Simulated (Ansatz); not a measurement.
# BrH₃OSi + H₂S: a complex and its separated parts, part 2 of 2

Ansatz 0.2.0, Gaussian basis.

### 13 CAM-B3LYP-D4/def2-TZVPP

The inputs:

parta/in.yaml

```yaml
crystal:
  periodic: [false, false, false]
  atoms:
    - {symbol: Si, position_ang: [-0.531277, -0.254554, -0.795419]}
    - {symbol: H, position_ang: [-1.524411, -0.240570, 0.294031]}
    - {symbol: H, position_ang: [0.528987, -1.267243, -0.587279]}
    - {symbol: O, position_ang: [-1.367292, -0.508210, -2.175107]}
    - {symbol: Br, position_ang: [0.509278, 1.709832, -0.830143]}
    - {symbol: H, position_ang: [-0.890418, -0.500785, -3.006674]}
basis:
  gaussian: {orbitals: def2-TZVPP}
hamiltonian: {xc: {name: CAM-B3LYP}, dispersion: d4}
```

partb/in.yaml

```yaml
crystal:
  periodic: [false, false, false]
  atoms:
    - {symbol: S, position_ang: [0.952536, -0.204905, 2.594492]}
    - {symbol: H, position_ang: [1.974828, 0.274575, 1.870217]}
    - {symbol: H, position_ang: [0.347967, 0.991861, 2.635882]}
basis:
  gaussian: {orbitals: def2-TZVPP}
hamiltonian: {xc: {name: CAM-B3LYP}, dispersion: d4}
```

One command serves all of them, each in its own folder.

Launch:

```sh
$ ansatz run in.yaml --threads 8 --pin off --events-out ev --progress --plain --max-ram 19148MiB
```

parta printed, cut to the lines that bear on the results:

```text
Functional definition: CAM-B3LYP
  name "CAM-B3LYP"
  cite "Yanai, Tew & Handy, Chem. Phys. Lett. 393, 51 (2004) doi:10.1016/j.cplett.2004.06.011"
  cite "Iikura, Tsuneda, Yanai & Hirao, J. Chem. Phys. 115, 3540 (2001) doi:10.1063/1.1383587"
  cite "Becke, Phys. Rev. A 38, 3098 (1988) doi:10.1103/PhysRevA.38.3098"
  cite "Lee, Yang & Parr, Phys. Rev. B 37, 785 (1988) doi:10.1103/PhysRevB.37.785"
[...]
1032 factors; their error is unknown
217 factors; integrals over basis functions are off by at most 3.1e-5 eV
[...]
mean field -80026.60050318 eV, -2940.9233245138 hartree, gradient 4.8e-5 eV, S^2 0.000000; 0 other end points of the search recorded, 0 dependent functions left out
reference -80026.60061418 eV, -2940.9233285929 hartree; 30, 30 occupied and 133, 133 virtual orbitals, 1032 factors
Total energy: -80026.69923508 eV, -2940.9269528440 hartree
```

partb printed, cut to the lines that bear on the results:

```text
[... 6 set-up lines as earlier in the session ...]
[...]
  # Exact exchange under (alpha + beta erf(omega r))/r, Becke's under what is left of 1/r.
[...]
414 factors; their error is unknown
87 factors; integrals over basis functions are off by at most 9.9e-5 eV
[...]
mean field -10868.61808966 eV, -399.4143477809 hartree, gradient 1.9e-5 eV, S^2 0.000000; 0 other end points of the search recorded, 0 dependent functions left out
reference -10868.61816674 eV, -399.4143506136 hartree; 9, 9 occupied and 61, 61 virtual orbitals, 414 factors
Total energy: -10868.63012172 eV, -399.4147899511 hartree
```

They took 1.4 s (parta), 0.25 s (partb) on 8 threads of Arm Neoverse V1, shared host.

### 14 wB97X-V/def2-TZVPP

Each input of step 13 (parta, partb) changes in the same lines:

```diff
-hamiltonian: {xc: {name: CAM-B3LYP}, dispersion: d4}
+hamiltonian: {xc: {name: wB97X-V}}
```

The same command starts each run, in its folder.

Launch:

```sh
$ ansatz run in.yaml --threads 8 --pin off --events-out ev --progress --plain --max-ram 19148MiB
```

parta printed, cut to the lines that bear on the results:

```text
Functional definition: wB97X-V
  name "wB97X-V"
  cite "Mardirossian & Head-Gordon, Phys. Chem. Chem. Phys. 16, 9904 (2014) doi:10.1039/C3CP54374A"
[... 2 set-up lines as earlier in the session ...]
[...]
      + integral(e_c_pw_opposite_spin*poly(b97_u_opposite, cos0, cos1)) + vv10(b, c)
1032 factors; their error is unknown
192 factors; integrals over basis functions are off by at most 5.0e-5 eV
[...]
mean field -80015.26071862 eV, -2940.5065951174 hartree, gradient 3.3e-5 eV, S^2 0.000000; 0 other end points of the search recorded, 0 dependent functions left out
reference -80015.26071694 eV, -2940.5065950558 hartree; 30, 30 occupied and 133, 133 virtual orbitals, 1032 factors
Total energy: -80015.26071694 eV, -2940.5065950558 hartree
```

Log of partb, cut to the lines that bear on the results:

```text
[... 5 set-up lines as earlier in the session ...]
[...]
      + integral(e_c_pw_opposite_spin*poly(b97_u_opposite, cos0, cos1)) + vv10(b, c)
409 factors; their error is unknown
87 factors; integrals over basis functions are off by at most 4.4e-5 eV
[...]
mean field -10866.66389262 eV, -399.3425323645 hartree, gradient 7.8e-5 eV, S^2 0.000000; 0 other end points of the search recorded, 0 dependent functions left out
reference -10866.66389146 eV, -399.3425323217 hartree; 9, 9 occupied and 61, 61 virtual orbitals, 409 factors
Total energy: -10866.66389146 eV, -399.3425323217 hartree
```

They took 2.5 s (parta), 0.35 s (partb) on 8 threads of Arm Neoverse V1, shared host.

### 15 wB97M-V/def2-TZVPP

Each input of step 14 (parta, partb) changes in the same lines:

```diff
-hamiltonian: {xc: {name: wB97X-V}}
+hamiltonian: {xc: {name: wB97M-V}}
```

Each run has its own folder and the same command.

Launch:

```sh
$ ansatz run in.yaml --threads 8 --pin off --events-out ev --progress --plain --max-ram 19148MiB
```

Output in parta, cut to the lines that bear on the results:

```text
Functional definition: wB97M-V
  name "wB97M-V"
  cite "Mardirossian & Head-Gordon, J. Chem. Phys. 144, 214110 (2016) doi:10.1063/1.4952647"
[... 2 set-up lines as earlier in the session ...]
  # Of w^i u^j: cxij and so on, Table III.
[...]
  gx(w, u) = 1 - cx + cx01*u + cx10*w
[...]
      + integral(e_c_pw_mod_opposite_spin*gos(b97_w_opposite, b97_u_opposite)) + vv10(b, c)
1027 factors; their error is unknown
192 factors; integrals over basis functions are off by at most 5.0e-5 eV
[...]
mean field -80018.43630381 eV, -2940.6232957210 hartree, gradient 8.9e-6 eV, S^2 0.000000; 0 other end points of the search recorded, 0 dependent functions left out
reference -80018.43634463 eV, -2940.6232972209 hartree; 30, 30 occupied and 133, 133 virtual orbitals, 1027 factors
Total energy: -80018.43634463 eV, -2940.6232972209 hartree
```

partb printed, cut to the lines that bear on the results:

```text
[... 5 set-up lines as earlier in the session ...]
  # Of w^i u^j: cxij and so on, Table III.
[...]
  gx(w, u) = 1 - cx + cx01*u + cx10*w
[...]
      + integral(e_c_pw_mod_opposite_spin*gos(b97_w_opposite, b97_u_opposite)) + vv10(b, c)
409 factors; their error is unknown
87 factors; integrals over basis functions are off by at most 4.4e-5 eV
[...]
mean field -10867.51053880 eV, -399.3736460375 hartree, gradient 7.8e-6 eV, S^2 0.000000; 0 other end points of the search recorded, 0 dependent functions left out
reference -10867.51056697 eV, -399.3736470728 hartree; 9, 9 occupied and 61, 61 virtual orbitals, 409 factors
Total energy: -10867.51056697 eV, -399.3736470728 hartree
```

Wall times: 2.9 s (parta), 0.45 s (partb) on 8 threads of Arm Neoverse V1, shared host.

### 16 B2PLYP/def2-TZVPP

Each input of step 15 (parta, partb) changes in the same lines:

```diff
-hamiltonian: {xc: {name: wB97M-V}}
+hamiltonian: {xc: {name: B2PLYP}}
```

One command serves all of them, each in its own folder.

Launch:

```sh
$ ansatz run in.yaml --threads 8 --pin off --events-out ev --progress --plain --max-ram 19148MiB
```

Output in parta, cut to the lines that bear on the results:

```text
Functional definition: B2PLYP
  name "B2PLYP"
  cite "Grimme, J. Chem. Phys. 124, 034108 (2006) doi:10.1063/1.2148954"
[... 2 set-up lines as earlier in the session ...]
[...]
1001 factors; integrals over basis functions are off by at most 1.2e-3 eV
[...]
mean field -80003.00511143 eV, -2940.0562098603 hartree, gradient 9.5e-6 eV, S^2 0.000000; 0 other end points of the search recorded, 0 dependent functions left out
15 core orbitals not correlated: weight in the atoms' cores, before any rotation towards them, 1.000 or more for the frozen orbitals, at most 0.000 for the correlated occupied ones
reference -80003.00525652 eV, -2940.0562151923 hartree; 15, 15 occupied and 133, 133 virtual orbitals, 1001 factors
second order -20.80845623 eV of doubles, -0.00000000 eV of singles
Total energy: -80008.62353970 eV, -2940.2626832910 hartree
```

Log of partb, cut to the lines that bear on the results:

```text
[... 5 set-up lines as earlier in the session ...]
[...]
386 factors; integrals over basis functions are off by at most 9.7e-4 eV
[...]
mean field -10863.10109027 eV, -399.2116017931 hartree, gradient 4.0e-6 eV, S^2 0.000000; 0 other end points of the search recorded, 0 dependent functions left out
5 core orbitals not correlated: weight in the atoms' cores, before any rotation towards them, 1.000 or more for the frozen orbitals, at most 0.000 for the correlated occupied ones
reference -10863.10119017 eV, -399.2116054641 hartree; 4, 4 occupied and 61, 61 virtual orbitals, 386 factors
second order -6.35669234 eV of doubles, -0.00000000 eV of singles
Total energy: -10864.81749710 eV, -399.2746785805 hartree
```

Times: 1.4 s (parta), 0.25 s (partb) on 8 threads of Arm Neoverse V1, shared host.

### 17 PBE-QIDH/def2-TZVPP

The same edit goes into each in.yaml of step 16 (parta, partb):

```diff
-hamiltonian: {xc: {name: B2PLYP}}
+hamiltonian: {xc: {name: PBE-QIDH}}
```

The same command starts each run, in its folder.

Launch:

```sh
$ ansatz run in.yaml --threads 8 --pin off --events-out ev --progress --plain --max-ram 19148MiB
```

Output in parta, cut to the lines that bear on the results:

```text
Functional definition: PBE-QIDH
  name "PBE-QIDH"
  cite "Brémond, Sancho-García, Pérez-Jiménez & Adamo, J. Chem. Phys. 141, 031101 (2014) doi:10.1063/1.4890314"
[... 1 set-up line as earlier in the session ...]
[...]
1001 factors; integrals over basis functions are off by at most 1.2e-3 eV
[...]
mean field -79992.60227048 eV, -2939.6739125067 hartree, gradient 5.0e-6 eV, S^2 0.000000; 0 other end points of the search recorded, 0 dependent functions left out
15 core orbitals not correlated: weight in the atoms' cores, before any rotation towards them, 1.000 or more for the frozen orbitals, at most 0.000 for the correlated occupied ones
reference -79992.60228120 eV, -2939.6739129008 hartree; 15, 15 occupied and 133, 133 virtual orbitals, 1001 factors
second order -19.42686131 eV of doubles, -0.00000000 eV of singles
Total energy: -79999.07790163 eV, -2939.9118875625 hartree
```

Log of partb, cut to the lines that bear on the results:

```text
[... 4 set-up lines as earlier in the session ...]
[...]
386 factors; integrals over basis functions are off by at most 9.7e-4 eV
[...]
mean field -10860.20502934 eV, -399.1051735169 hartree, gradient 1.1e-6 eV, S^2 0.000000; 0 other end points of the search recorded, 0 dependent functions left out
5 core orbitals not correlated: weight in the atoms' cores, before any rotation towards them, 1.000 or more for the frozen orbitals, at most 0.000 for the correlated occupied ones
reference -10860.20503612 eV, -399.1051737662 hartree; 4, 4 occupied and 61, 61 virtual orbitals, 386 factors
second order -5.89899261 eV of doubles, -0.00000000 eV of singles
Total energy: -10862.17136700 eV, -399.1774350929 hartree
```

Times: 1.6 s (parta), 0.25 s (partb) on 8 threads of Arm Neoverse V1, shared host.

### 18 RPA on PBE/def2-TZVPP

Each input of step 17 (parta, partb) changes in the same lines:

```diff
-hamiltonian: {xc: {name: PBE-QIDH}}
+hamiltonian: {xc: pbe}
+correlation: {method: rpa}
```

The same command starts each run, in its folder.

Launch:

```sh
$ ansatz run in.yaml --threads 8 --pin off --events-out ev --progress --plain --max-ram 19148MiB
```

Log of parta, cut to the lines that bear on the results:

```text
[... 4 set-up lines as earlier in the session ...]
[...]
1001 factors; integrals over basis functions are off by at most 1.2e-3 eV
[...]
mean field -80006.66647399 eV, -2940.1907624530 hartree, gradient 1.5e-6 eV, S^2 0.000000; 0 other end points of the search recorded, 0 dependent functions left out
15 core orbitals not correlated: weight in the atoms' cores, before any rotation towards them, 1.000 or more for the frozen orbitals, at most 0.000 for the correlated occupied ones
reference -79948.76522380 eV, -2938.0629307553 hartree; 15, 15 occupied and 133, 133 virtual orbitals, 1001 factors
Total energy: -79976.20736442 eV, -2939.0714108222 hartree
```

Output in partb, cut to the lines that bear on the results:

```text
[... 4 set-up lines as earlier in the session ...]
[...]
386 factors; integrals over basis functions are off by at most 9.7e-4 eV
[...]
mean field -10863.54269743 eV, -399.2278305569 hartree, gradient 1.8e-6 eV, S^2 0.000000; 0 other end points of the search recorded, 0 dependent functions left out
5 core orbitals not correlated: weight in the atoms' cores, before any rotation towards them, 1.000 or more for the frozen orbitals, at most 0.000 for the correlated occupied ones
reference -10849.04801371 eV, -398.6951607551 hartree; 4, 4 occupied and 61, 61 virtual orbitals, 386 factors
Total energy: -10858.41205628 eV, -399.0392829723 hartree
```

They took 1.3 s (parta), 0.25 s (partb) on 8 threads of Arm Neoverse V1, shared host.

### 19 CCSD(T)/def2-TZVPP

Each input of step 18 (parta, partb) changes in the same lines:

```diff
-hamiltonian: {xc: pbe}
-correlation: {method: rpa}
+correlation: {method: ccsd_t}
```

One command serves all of them, each in its own folder.

Launch:

```sh
$ ansatz run in.yaml --threads 8 --pin off --events-out ev --progress --plain --max-ram 19148MiB
```

Output in parta, cut to the lines that bear on the results:

```text
Functional definition: HF
  name "HF"
  cite "Fock, Z. Phys. 61, 126 (1930) doi:10.1007/BF01340294"
[... 1 set-up line as earlier in the session ...]
[...]
1001 factors; integrals over basis functions are off by at most 1.2e-3 eV
[...]
mean field -79949.95580247 eV, -2938.1066837142 hartree, gradient 5.2e-6 eV, S^2 0.000000; 0 other end points of the search recorded, 0 dependent functions left out
15 core orbitals not correlated: weight in the atoms' cores, before any rotation towards them, 1.000 or more for the frozen orbitals, at most 0.000 for the correlated occupied ones
reference -79949.95580247 eV, -2938.1066837142 hartree; 15, 15 occupied and 133, 133 virtual orbitals, 1001 factors
second order -17.40872517 eV of doubles, -0.00000000 eV of singles
cycle   1  -17.53972891 eV  change   -1.3e-1 eV  update   8.1e-2
[...]
cycle   8  -17.99928794 eV  change    1.3e-6 eV  update   3.1e-5
perturbative correction -0.60559006 eV, -0.0222550242 hartree
Total energy: -79968.56068047 eV, -2938.7904003699 hartree
```

partb printed, cut to the lines that bear on the results:

```text
[... 4 set-up lines as earlier in the session ...]
[...]
386 factors; integrals over basis functions are off by at most 9.7e-4 eV
[...]
mean field -10849.38785287 eV, -398.7076496136 hartree, gradient 1.3e-6 eV, S^2 0.000000; 0 other end points of the search recorded, 0 dependent functions left out
5 core orbitals not correlated: weight in the atoms' cores, before any rotation towards them, 1.000 or more for the frozen orbitals, at most 0.000 for the correlated occupied ones
reference -10849.38785287 eV, -398.7076496136 hartree; 4, 4 occupied and 61, 61 virtual orbitals, 386 factors
second order -5.20079023 eV of doubles, -0.00000000 eV of singles
cycle   1  -5.68429146 eV  change   -4.8e-1 eV  update   4.9e-2
[...]
cycle   8  -5.86281933 eV  change    3.1e-6 eV  update   5.9e-6
perturbative correction -0.21792119 eV, -0.0080084562 hartree
Total energy: -10855.46859339 eV, -398.9311127063 hartree
```

Times: 14 s (parta), 0.3 s (partb) on 8 threads of Arm Neoverse V1, shared host; peak memory 1.3 GiB.

### 20 Vibrations of BrH₃OSi

vib-parta/in.yaml

```yaml
crystal:
  periodic: [false, false, false]
  atoms:
    - {symbol: Si, position_ang: [-0.531277, -0.254554, -0.795419]}
    - {symbol: H, position_ang: [-1.524411, -0.240570, 0.294031]}
    - {symbol: H, position_ang: [0.528987, -1.267243, -0.587279]}
    - {symbol: O, position_ang: [-1.367292, -0.508210, -2.175107]}
    - {symbol: Br, position_ang: [0.509278, 1.709832, -0.830143]}
    - {symbol: H, position_ang: [-0.890418, -0.500785, -3.006674]}
basis:
  gaussian: {orbitals: def2-TZVP}
hamiltonian: {xc: pbe0, dispersion: d4}
phonons: {temperatures: {t_min: 298.15, t_max: 900, t_step: 200}}
```

Launch:

```sh
$ ansatz run in.yaml --threads 8 --pin off --events-out ev --progress --plain --max-ram 19148MiB
```

Standard output, cut to the lines that bear on the results:

```text
[... 5 set-up lines as earlier in the session ...]
[...]
964 factors; their error is unknown
[...]
mean field -80009.90575881 eV, -2940.3098039744 hartree, gradient 6.3e-5 eV, S^2 0.000000; 0 other end points of the search recorded, 0 dependent functions left out
[...]
Atom 3 at    -1.367292    -0.508210    -2.175107 Å, force    -0.001074     0.000356     0.001560 eV/Å
Atom 4 at     0.509278     1.709832    -0.830143 Å, force    -0.000023     0.000377    -0.000166 eV/Å
Atom 5 at    -0.890418    -0.500785    -3.006674 Å, force     0.000321     0.000404    -0.001164 eV/Å
Dipole moment:     0.076606    -0.231658    -0.176678 e Å
Vibrations: 185.44 273.27 427.79 591.00 717.82 835.48 891.03 924.98 966.34 2246.78 2288.91 3919.12 cm⁻¹, zero-point energy 0.884500 eV
```

Wall time 25 s (8 threads of Arm Neoverse V1, shared host).

Wavenumbers and character of the modes:

```csv
mode,wavenumber (cm⁻¹),character
1,185,bend with torsion
2,273,torsion with bend
3,428,Si–Br stretch
4,591,bend with torsion
5,718,bend
6,835,bend
7,891,bend
8,925,Si–O stretch with bend
9,966,bend
10,2247,Si–H stretch
11,2289,Si–H stretch
12,3919,O–H stretch
```

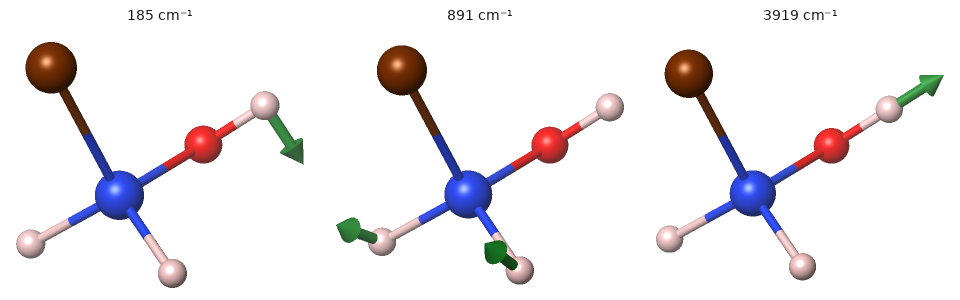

How the atoms move in 3 of the modes.

Vibrational sums (real modes only):

```csv
T (K),entropy (J/mol/K),heat capacity (J/mol/K)
298,25.2,37.0
498,49.2,56.2
698,70.1,67.1
898,87.9,74.3
```

### 21 Vibrations of H₂S

vib-partb/in.yaml

```yaml
crystal:
  periodic: [false, false, false]
  atoms:
    - {symbol: S, position_ang: [0.952536, -0.204905, 2.594492]}
    - {symbol: H, position_ang: [1.974828, 0.274575, 1.870217]}
    - {symbol: H, position_ang: [0.347967, 0.991861, 2.635882]}
basis:
  gaussian: {orbitals: def2-TZVP}
hamiltonian: {xc: pbe0, dispersion: d4}
phonons: {temperatures: {t_min: 298.15, t_max: 900, t_step: 200}}
```

Launch:

```sh
$ ansatz run in.yaml --threads 8 --pin off --events-out ev --progress --plain --max-ram 19148MiB
```

Standard output, cut to the lines that bear on the results:

```text
[... 5 set-up lines as earlier in the session ...]
[...]
359 factors; their error is unknown
[...]
mean field -10864.45046148 eV, -399.2611902705 hartree, gradient 4.8e-5 eV, S^2 0.000000; 0 other end points of the search recorded, 0 dependent functions left out
[...]
Total energy: -10864.46265720 eV, -399.2616384548 hartree
Atom 0 at     0.952536    -0.204905     2.594492 Å, force     0.000526    -0.000347    -0.000217 eV/Å
Atom 1 at     1.974828     0.274575     1.870217 Å, force    -0.003923     0.001472     0.001914 eV/Å
Atom 2 at     0.347967     0.991861     2.635882 Å, force     0.003398    -0.001125    -0.001697 eV/Å
Dipole moment:     0.054424     0.218407    -0.088975 e Å
Vibrations: 1209.05 2723.55 2739.02 cm⁻¹, zero-point energy 0.413588 eV
```

Wall time 1.1 s (8 threads of Arm Neoverse V1, shared host).

The modes, with what each moves most:

```csv
mode,wavenumber (cm⁻¹),character
1,1209,bend
2,2724,S–H stretch
3,2739,S–H stretch
```

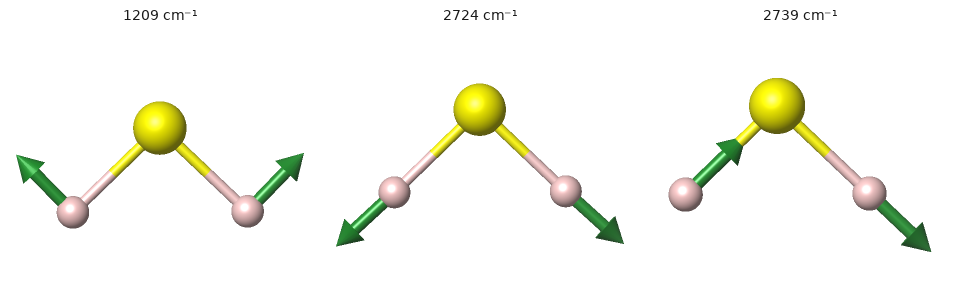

Displacements of 3 modes, as arrows.

Vibrational sums (real modes only):

```csv
T (K),entropy (J/mol/K),heat capacity (J/mol/K)
298,0.2,0.8
498,1.2,3.7
698,3.0,7.0
898,5.1,10.2
```

### 22 Complex less separated parts

The complex's own energies come from single points at the same levels.

Rows are in def2-TZVPP; times add the 3 runs of a level on a shared host, so small differences are noise.

Differences are taken before rounding.

```csv
method,rung,complex less parts (eV),from CCSD(T) (eV),time
SPW92,LDA,-0.190,-0.098,1.4 s
PBE-D4,GGA,-0.140,-0.048,2.1 s
BLYP-D4,GGA,-0.128,-0.035,2 s
r2SCAN-D4,meta-GGA,-0.113,-0.020,4.7 s
B97M-V,meta-GGA,-0.112,-0.020,8.8 s
PBE0-D4,hybrid,-0.129,-0.037,4.1 s
B3LYP-D4,hybrid,-0.127,-0.035,3.7 s
r2SCAN0-D4,hybrid,-0.114,-0.022,6.2 s
BHLYP-D4,hybrid,-0.131,-0.039,4.2 s
CAM-B3LYP-D4,range-separated hybrid,-0.117,-0.025,4.7 s
wB97X-V,range-separated hybrid,-0.116,-0.024,8.3 s
wB97M-V,range-separated hybrid,-0.125,-0.033,11 s
B2PLYP,double hybrid,-0.050,+0.043,5.8 s
PBE-QIDH,double hybrid,-0.084,+0.009,5.7 s
RPA on PBE,RPA,-0.069,+0.024,5 s
Hartree-Fock,wavefunction,0.024,+0.117,
MP2,wavefunction,-0.107,-0.015,
CCSD,wavefunction,-0.074,+0.018,
CCSD(T),wavefunction,-0.092,0,1.8 min
```

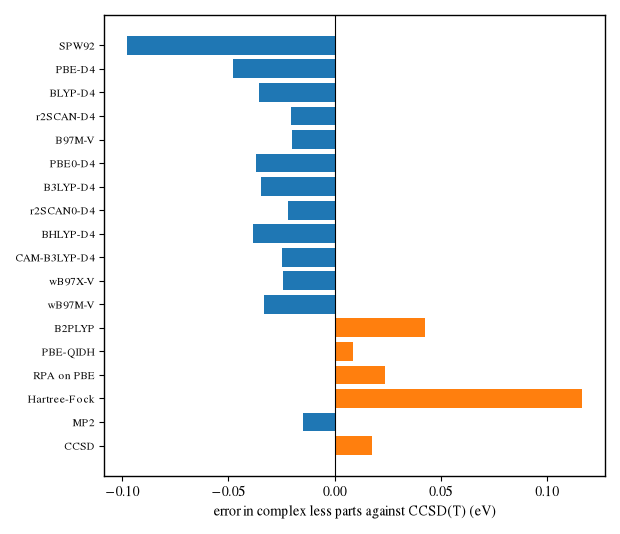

How far each level lands from CCSD(T).

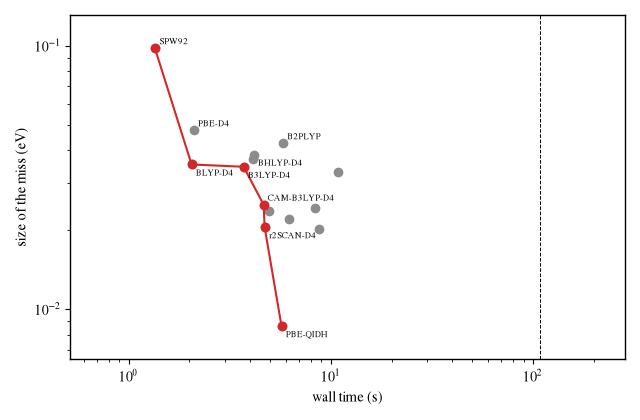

Accuracy for the time spent; red marks the levels that beat every quicker one drawn (of those quicker than the yardstick), and the dashed line is the time of CCSD(T). Only those levels and the largest misses are named. Times are from a shared host.

For cost: PBE-QIDH gets within 0.009 eV in 5.7 s, where CCSD(T) took 1.8 min; the quickest level in the cost chart, SPW92, takes 1.4 s and misses by 0.098 eV.

The complex's zero-point energy, from a separate PBE0-D4 run, is 1.332 eV.

### 23 Results

The summary covers parts 1 to 2.

| quantity | value |
| --- | --- |
| complex less parts, CCSD(T)/def2-TZVPP | -0.092 eV |
| with zero-point energy | -0.058 eV |
| largest T1 diagnostic | 0.010 |

What this shows: At CCSD(T) the complex lies 0.092 eV below its parts. Among the functionals PBE-QIDH lands nearest to CCSD(T) (+0.009 eV) and SPW92 farthest (-0.098 eV). By rung, the mean size of the error is: LDA 0.098, GGA 0.042, meta-GGA 0.020, hybrid 0.033, range-separated hybrid 0.027, double hybrid 0.026 eV. The double hybrids carry no dispersion term here, unlike the levels marked D4 or V. PBE-D4 gives a relative energy 0.048 eV too low, an error of 52 % of the reference. No counterpoise was applied, and triple zeta lacks some correlation, so the CCSD(T) reference has a basis error of its own, and close matches with it are partly luck.
